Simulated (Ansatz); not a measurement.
C2H12Si3

```xyz
17

C     1.1239   -1.7163   -1.3214
C    -0.9768   -0.6810    0.7991
Si    0.8472   -0.7365    0.2697
Si   -1.7667   -2.3949    0.9184
Si   -2.0060    0.5044   -0.2555
H     0.5436   -1.3043   -2.1544
H     2.1825   -1.6849   -1.6038
H     0.8431   -2.7691   -1.2041
H     1.3421    0.6586    0.0805
H     1.6442   -1.3431    1.3745
H    -0.9804   -0.2687    1.8203
H    -0.8506   -3.3677    1.5776
H    -3.0280   -2.3385    1.7069
H    -2.0909   -2.9182   -0.4371
H    -1.5801    1.9128   -0.0308
H    -3.4560    0.4005    0.0706
H    -1.8416    0.1930   -1.7020
```

Geometry: B3LYP/6-31G*.

These are results of Ansatz, isolated molecule in a Gaussian basis; Kohn-Sham density functional theory, functional PBE0, not measurements.

> Predict the electron density and electron localisation function between the atoms.

C–Si (1.90 Å): ρ is about 0.88 e/Å³ halfway; the ELF peaks at about 0.95 between the atoms (a shared electron pair).
Si–H (1.49 Å): ρ at the midpoint is about 0.76 e/Å³; the ELF climbs to about 1 towards the hydrogen, as it does in any bond to H.

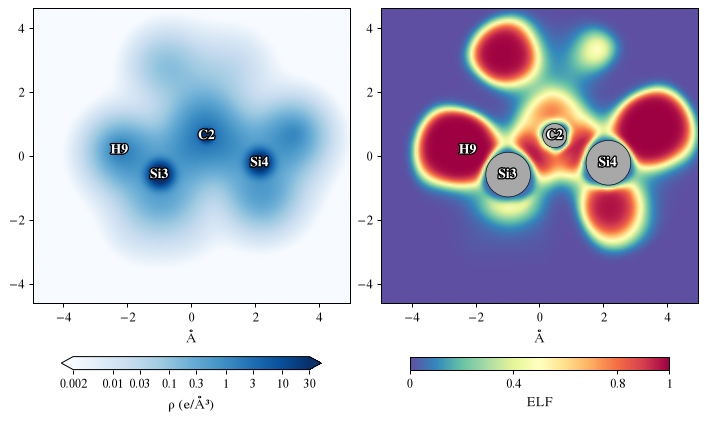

Computed electron density and electron localisation function on the plane of atoms C2, Si3 and H9, in this order. Grey discs cover the atomic cores in the ELF map. 
